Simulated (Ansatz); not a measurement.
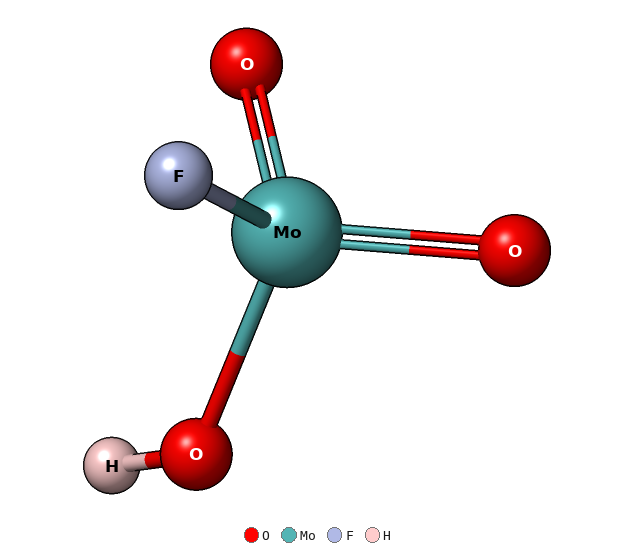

Charge 0, singlet. Sticks follow a distance rule. Harmonic vibrations computed with RKS PBE0-D4/def2-TZVP, core potentials on Mo (Ansatz 0.2.0) at a stationary point of the same level.

Q: Minimum or transition state?

A: A minimum: no imaginary frequency, and the lowest mode lies at 200 cm⁻¹.

Q: How many vibrational modes are there, and where do they lie?

A: 12 modes: 200, 235, 251, 284, 300, 378, 627, 713, 765, 1054, 1083, 3884 cm⁻¹.
